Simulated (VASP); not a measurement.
```
La
1.0
    1.88495    -3.26484     0.00000
    1.88495     3.26484     0.00000
    0.00000     0.00000    12.12361
La
4
Direct
  0.00000   0.00000   0.50000
  0.00000   0.00000   0.00000
  0.33333   0.66667   0.25000
  0.66667   0.33333   0.75000
```

The numbers are results of r2SCAN meta-GGA, VASP's PBE PAW potentials (set 64) (plane waves; VASP 6.6.1), not measurements. Run with 520 eV cut-off, 11×11×3 Γ-centred mesh, tetrahedra with Blöchl corrections, potentials La.

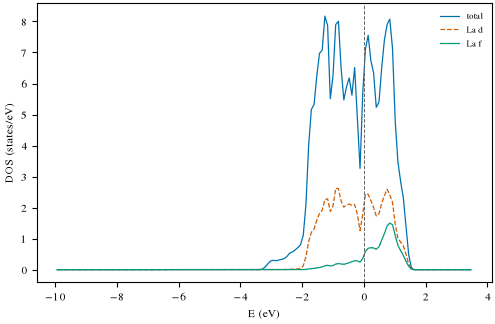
Fig. 1. Total and projected density of states, zero at the Fermi level

Within 2 eV below the Fermi level the largest weight inside VASP's projection spheres is La d.

It has no gap at this level: it comes out as a metal or semimetal.

The compound is La in the dhcp structure. It was relaxed first.
